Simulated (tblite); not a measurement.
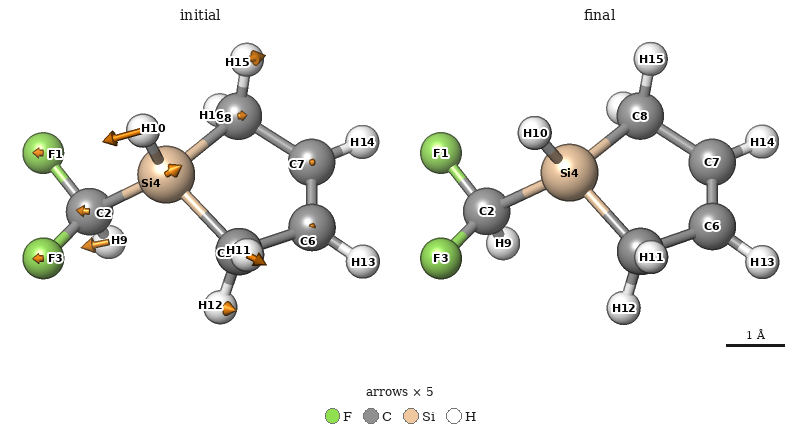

The structure of C5H8F2Si before (left) and after (right) a relaxation, at one scale. The orange arrows give the displacements, 5 times their true length.

Style: ball-and-stick. Shown at a tilt.

Level of theory: tblite, GFN2-xTB geometry optimisation, gas phase. 

Describe what moved and what it gained.

Over 36 geometry steps the energy falls by 5.92 kcal/mol. H10 moves most after the best rigid fit: 0.16 Å. Largest moves by element: H 0.16 Å, Si 0.08 Å, C 0.05 Å, F 0.04 Å. Some distances before and after: C2–Si4 1.826 → 1.942 Å, Si4–H10 1.498 → 1.462 Å, C6–C7 1.341 → 1.321 Å, Si4–C8 1.926 → 1.906 Å. Among the angles between lasting bonds that change: C2–Si4–H10 116.8° → 106.9°, C8–Si4–H10 109.9° → 116.8°, C5–Si4–H10 111.0° → 116.8°. The run took 0.2 s on 1 thread of Arm Neoverse V2 (shared host).
